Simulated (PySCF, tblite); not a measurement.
# C₄H₇O₂−: a rotation path, then NMR shifts on frames, part 1 of 2

Aim: move C₄H₇O₂− (`C=C([O-])COC`) away from its starting geometry and see how NMR shifts follow the geometry.

Computed with tblite 0.8.0 and PySCF 2.14.0, with density-fitted response routines of our own, on a single molecule in the gas phase. Atoms are numbered from 0 throughout.

## (1) The molecule as given

13 atoms, charge -1, multiplicity 1; geometry from: GFN2-xTB.

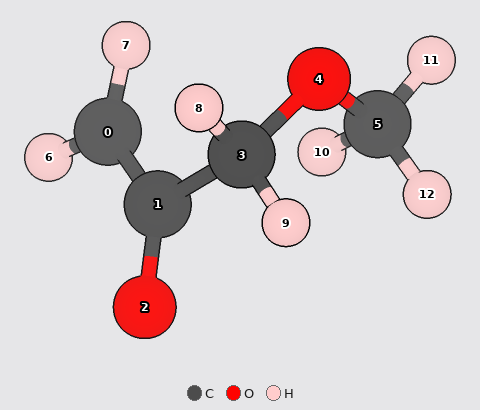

The starting geometry (carbon dark grey, oxygen red, hydrogen pink), atoms numbered.

## (2) The rotation path with GFN2-xTB

Job settings and geometry (Å):

```
{"job": {"kind": "neb", "xc": "GFN2-xTB", "basis": "xTB", "atoms": [1, 3, 4, 5], "turn": 120}, "charge": -1, "multiplicity": 1}
C      1.558811     0.941461     0.191095
C      1.220116    -0.347183    -0.056976
O      1.775922    -1.408161     0.361170
C     -0.011432    -0.551002    -0.991231
O     -1.170672     0.231172    -0.689030
C     -1.592656     0.051193     0.631311
H      2.391837     1.197399     0.828630
H      0.999577     1.759304    -0.238781
H      0.242787    -0.276426    -2.021185
H     -0.281403    -1.620712    -0.969151
H     -0.788036     0.295776     1.334665
H     -2.443465     0.717223     0.791559
H     -1.905775    -0.989558     0.810196
```

Method: GFN2-xTB climbing-image nudged elastic band, gas phase.

Started as:

```
OMP_NUM_THREADS=1 python probes_run.py task.json out
```

This one command runs all jobs of the session in turn.

What it wrote:

```text
image   E - E0 / eV
  0       0.0000
  1       0.0138
  2       0.0473
  3       0.0962
  4       0.1169
  5       0.0873
  6       0.0729
  7       0.0984
  8       0.0640
```

It took 5.5 s on 1 thread of Intel Xeon at 2.80GHz, shared host; peak memory 0.18 GiB.

The final band, with the dihedral C1–C3–O4–C5:

| image | dihedral (°) | energy (eV) | energy (kcal/mol) |
| --- | --- | --- | --- |
| 0 | -55 | 0.000 | 0.0 |
| 1 | -48 | 0.014 | 0.3 |
| 2 | -38 | 0.047 | 1.1 |
| 3 | -18 | 0.096 | 2.2 |
| 4 | 12 | 0.117 | 2.7 |
| 5 | 41 | 0.087 | 2.0 |
| 6 | 58 | 0.073 | 1.7 |
| 7 | 72 | 0.098 | 2.3 |
| 8 | 58 | 0.064 | 1.5 |

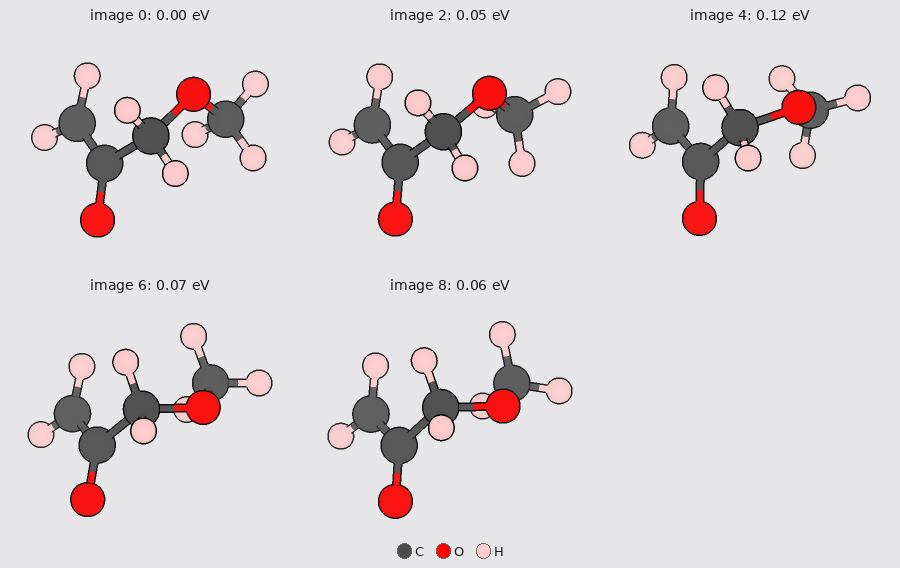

Images along the band.

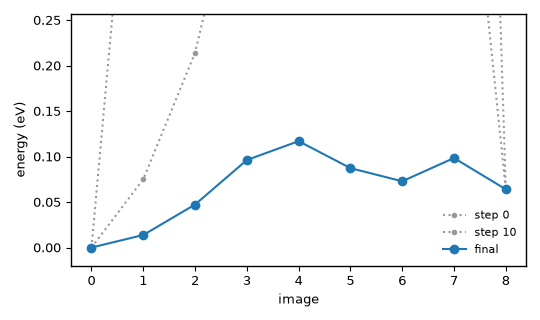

Energy along the band, early and final.

## (3) Nuclear shieldings: image 0, PBE0/pcSseg-1

Job settings and geometry (Å):

```
{"job": {"kind": "nmr", "xc": "PBE0", "basis": "pcSseg-1", "pop": false}, "charge": -1, "multiplicity": 1}
C      1.558800     0.941500     0.191100
C      1.220100    -0.347200    -0.057000
O      1.775900    -1.408200     0.361200
C     -0.011400    -0.551000    -0.991200
O     -1.170700     0.231200    -0.689000
C     -1.592700     0.051200     0.631300
H      2.391800     1.197400     0.828600
H      0.999600     1.759300    -0.238800
H      0.242800    -0.276400    -2.021200
H     -0.281400    -1.620700    -0.969200
H     -0.788000     0.295800     1.334700
H     -2.443500     0.717200     0.791600
H     -1.905800    -0.989600     0.810200
```

Method: GIAO PBE0/pcSseg-1 NMR shielding, non-relativistic, gas phase.

What it wrote:

```text
coarse grid: 10856 points
cycle   1  E = -306.4197320082  dE =  7.392e-01  |g| = 9.801e-01  |ddm| = 3.096e+00
cycle   2  E = -305.8104487098  dE =  6.093e-01  |g| = 1.938e+00  |ddm| = 5.230e+00
cycle   3  E = -306.5890828042  dE = -7.786e-01  |g| = 3.717e-01  |ddm| = 4.602e+00
cycle   4  E = -306.6177202577  dE = -2.864e-02  |g| = 1.295e-01  |ddm| = 4.802e-01
cycle   5  E = -306.6208277267  dE = -3.107e-03  |g| = 3.622e-02  |ddm| = 1.149e-01
cycle   6  E = -306.6211024318  dE = -2.747e-04  |g| = 9.761e-03  |ddm| = 3.735e-02
cycle   7  E = -306.6211235897  dE = -2.116e-05  |g| = 1.734e-03  |ddm| = 1.390e-02
cycle   8  E = -306.6211242320  dE = -6.424e-07  |g| = 5.878e-04  |ddm| = 2.805e-03
final grid: 104856 points
cycle   9  E = -306.6793316974  dE = -1.290e-05  |g| = 1.417e-02  |ddm| = 2.392e-02
cycle  10  E = -306.6792527259  dE =  7.897e-05  |g| = 2.484e-02  |ddm| = 2.970e-02
cycle  11  E = -306.6793674492  dE = -1.147e-04  |g| = 3.104e-03  |ddm| = 2.297e-02
cycle  12  E = -306.6793693534  dE = -1.904e-06  |g| = 4.198e-04  |ddm| = 3.308e-03
cycle  13  E = -306.6793693822  dE = -2.871e-08  |g| = 1.640e-04  |ddm| = 4.892e-04
cycle  14  E = -306.6793693882  dE = -6.079e-09  |g| = 2.049e-05  |ddm| = 1.772e-04
cycle  15  E = -306.6793693883  dE = -9.732e-11  |g| = 4.946e-06  |ddm| = 3.107e-05
converged SCF energy = -306.6793693883

GIAO shielding tensors (ppm)
atom      isotropic    diamagn.    paramagn.     s11        s22        s33       span
  0 C      138.571     257.341    -118.770     64.125    157.691    193.898    129.773
  1 C       14.373     245.126    -230.753   -100.048     43.305     99.861    199.909
  2 O       -9.316     402.828    -412.144   -223.101    -84.799    279.953    503.054
  3 C       98.592     246.992    -148.401     63.425     97.564    134.786     71.361
  4 O      304.876     396.521     -91.645    250.025    308.916    355.686    105.661
  5 C      131.484     244.961    -113.477     98.581    113.310    182.560     83.979
  6 H       29.351      32.292      -2.941     26.170     27.635     34.249      8.079
  7 H       29.496      34.161      -4.665     26.862     27.805     33.822      6.959
  8 H       27.309      30.882      -3.574     24.582     26.684     30.660      6.077
  9 H       29.020      31.860      -2.840     25.074     28.536     33.450      8.376
 10 H       26.568      29.717      -3.149     21.963     27.996     29.744      7.781
 11 H       28.918      29.870      -0.952     24.905     26.879     34.969     10.064
 12 H       29.140      30.206      -1.066     26.083     26.419     34.919      8.835
```

It took 11 s on 1 thread of Intel Xeon at 2.80GHz, shared host; peak memory 0.66 GiB.

Shifts follow as δ = σ(reference) − σ, with reference shieldings (ppm) from runs at the same level and on the same kind of geometry: ¹H TMS 31.72, ¹³C TMS 186.9, ¹⁷O H2O 336.1. The references are single molecules in the gas phase, so shifts against H2O, NH3, PH3, H3PO4 or CFCl3 are not on the usual liquid scales and can be off by tens of ppm. Each atom is listed at this fixed geometry, with no averaging over motion; a spectrum would average atoms that exchange fast.

```csv
atoms,environment,σ (ppm),δ (ppm)
C1,fully substituted alkene carbon,14.4,172.6
C3,allylic sp3 CH2 bonded to O,98.6,88.3
C5,methyl carbon bonded to O,131.5,55.4
C0,terminal =CH2 carbon,138.6,48.4
H10,hydrogen on a methyl carbon bonded to O,26.57,5.15
H8,hydrogen on an allylic sp3 CH2 bonded to O,27.31,4.41
H11,hydrogen on a methyl carbon bonded to O,28.92,2.80
H9,hydrogen on an allylic sp3 CH2 bonded to O,29.02,2.70
H12,hydrogen on a methyl carbon bonded to O,29.14,2.58
H6,hydrogen on a terminal =CH2 carbon,29.35,2.37
H7,hydrogen on a terminal =CH2 carbon,29.50,2.22
O2,oxygen bonded to C,-9.3,345.4
O4,ether oxygen,304.9,31.2
```

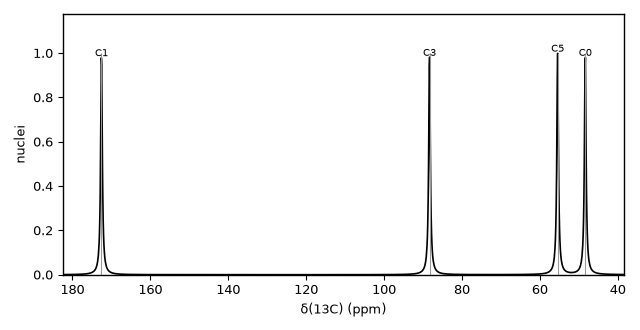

¹³C lines at the computed shifts, without couplings. Lines are broadened to a width of 0.50 ppm (Lorentzian).

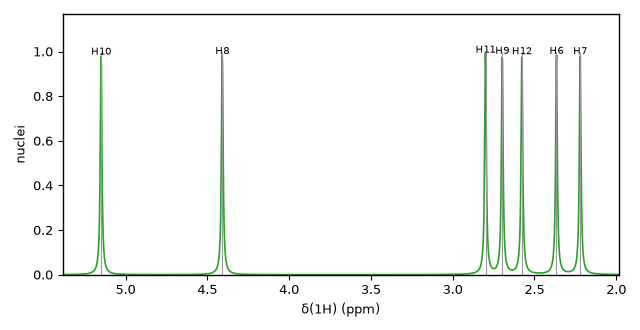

¹H lines at the computed shifts, without couplings. Lines are broadened to a width of 0.01 ppm (Lorentzian).

## (4) Shielding tensors: image 2, PBE0/pcSseg-1

Job settings and geometry (Å):

```
{"job": {"kind": "nmr", "xc": "PBE0", "basis": "pcSseg-1", "pop": false}, "charge": -1, "multiplicity": 1}
C      1.525500     0.849900     0.254300
C      1.157500    -0.415500    -0.064900
O      1.663600    -1.507800     0.334100
C     -0.034600    -0.551000    -1.057800
O     -1.242600     0.146000    -0.725000
C     -1.536700     0.129100     0.645400
H      2.332600     1.044300     0.944300
H      1.022300     1.707900    -0.167600
H      0.242500    -0.163900    -2.045500
H     -0.261300    -1.626100    -1.155400
H     -0.935500     0.870400     1.185500
H     -2.599000     0.370600     0.747700
H     -1.338800    -0.853400     1.087100
```

With the program's defaults for keys left out, this is: GIAO PBE0/pcSseg-1 NMR shielding, non-relativistic, gas phase.

What it wrote:

```text
coarse grid: 10856 points
cycle   1  E = -306.4158566173  dE =  7.361e-01  |g| = 9.832e-01  |ddm| = 3.100e+00
cycle   2  E = -305.8126483456  dE =  6.032e-01  |g| = 1.935e+00  |ddm| = 5.076e+00
cycle   3  E = -306.5861568051  dE = -7.735e-01  |g| = 3.712e-01  |ddm| = 4.418e+00
cycle   4  E = -306.6149893139  dE = -2.883e-02  |g| = 1.245e-01  |ddm| = 4.737e-01
cycle   5  E = -306.6178241736  dE = -2.835e-03  |g| = 3.591e-02  |ddm| = 1.080e-01
cycle   6  E = -306.6180970225  dE = -2.728e-04  |g| = 9.649e-03  |ddm| = 3.707e-02
cycle   7  E = -306.6181180369  dE = -2.101e-05  |g| = 1.691e-03  |ddm| = 1.371e-02
cycle   8  E = -306.6181186244  dE = -5.875e-07  |g| = 5.717e-04  |ddm| = 2.599e-03
final grid: 104856 points
cycle   9  E = -306.6766026131  dE = -2.112e-05  |g| = 1.431e-02  |ddm| = 2.940e-02
cycle  10  E = -306.6765204616  dE =  8.215e-05  |g| = 2.519e-02  |ddm| = 2.986e-02
cycle  11  E = -306.6766393994  dE = -1.189e-04  |g| = 3.199e-03  |ddm| = 2.344e-02
cycle  12  E = -306.6766414267  dE = -2.027e-06  |g| = 4.553e-04  |ddm| = 3.536e-03
cycle  13  E = -306.6766414600  dE = -3.336e-08  |g| = 1.778e-04  |ddm| = 5.287e-04
cycle  14  E = -306.6766414672  dE = -7.158e-09  |g| = 2.622e-05  |ddm| = 1.952e-04
cycle  15  E = -306.6766414673  dE = -1.689e-10  |g| = 5.177e-06  |ddm| = 4.120e-05
converged SCF energy = -306.6766414673

GIAO shielding tensors (ppm)
atom      isotropic    diamagn.    paramagn.     s11        s22        s33       span
  0 C      133.665     257.734    -124.069     57.945    154.196    188.854    130.909
  1 C       15.719     245.179    -229.461    -97.644     43.415    101.384    199.028
  2 O      -14.520     402.847    -417.366   -228.724    -85.495    270.660    499.383
  3 C       98.395     246.339    -147.945     65.545     96.720    132.919     67.373
  4 O      326.757     396.105     -69.348    285.512    304.355    390.403    104.891
  5 C      132.626     244.621    -111.995    102.741    112.097    183.039     80.298
  6 H       29.031      32.537      -3.506     25.875     27.473     33.745      7.870
  7 H       29.530      34.308      -4.778     27.101     27.415     34.074      6.972
  8 H       27.294      30.796      -3.501     24.758     26.648     30.477      5.719
  9 H       28.620      31.534      -2.914     24.497     28.029     33.335      8.838
 10 H       26.336      30.251      -3.915     21.260     27.810     29.937      8.677
 11 H       29.022      29.609      -0.587     25.186     27.069     34.810      9.624
 12 H       28.919      30.252      -1.334     25.548     27.019     34.189      8.642
```

It took 12 s on 1 thread of Intel Xeon at 2.80GHz, shared host; peak memory 0.7 GiB.

Key values: δ C1 171.2, C3 88.5, C5 54.3, C0 53.3, H10 5.38, H8 4.42 ppm.

(Continued in part 2 of 2.)
